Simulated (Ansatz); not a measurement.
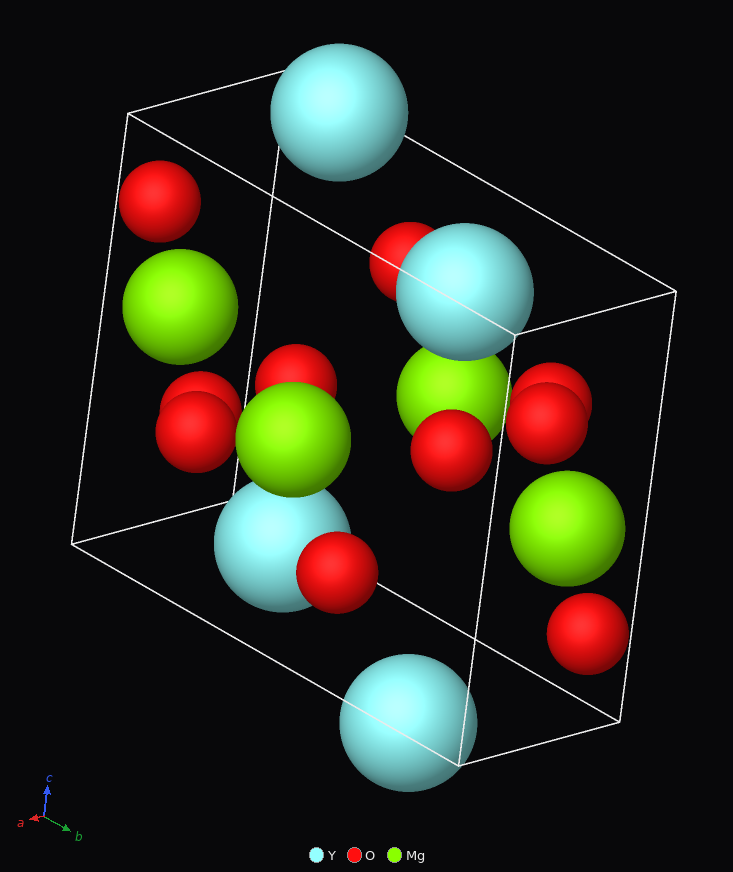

Spheres-only representation of a periodic structure, projected slightly off an axis. Atoms at the boundary of the simulation cell (the box) are drawn once for each face, edge or corner they touch.

The numbers come from DFT, PAW plane waves, r2SCAN (Ansatz), using a basis cut at 500 eV, the zone sampled with 4×4×4 points, Fermi-Dirac smearing of 0.1 eV, no spin polarisation.

### How are the electrons shared out in a Bader analysis?

Y +2.26 e; Mg +1.77 e; O -1.19 to -0.82 e.

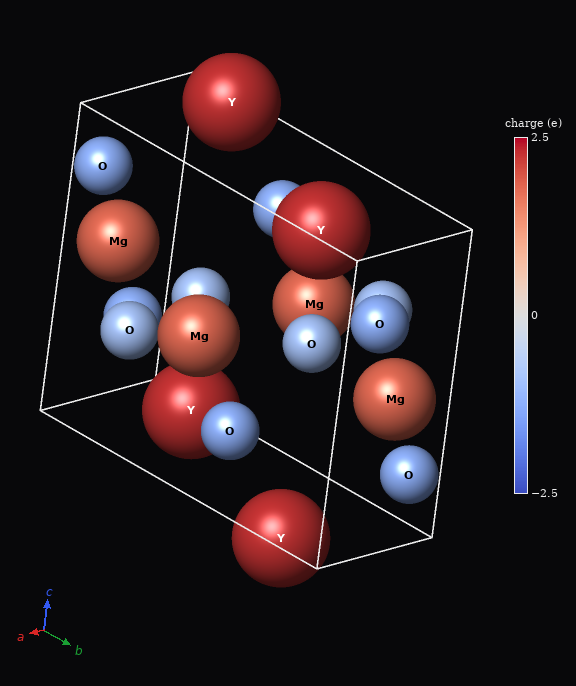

The atoms coloured by those charges.

It goes back to a generated cell, made by putting these elements into a known structure type (the compound may or may not exist in this form). The atoms were relaxed in a fixed cell with Ansatz, DFT, PAW plane waves, r2SCAN.

At this level of theory the cell isn't at rest (stretched, at -5 GPa), so its distances can differ from those at equilibrium, the more so the softer the solid.
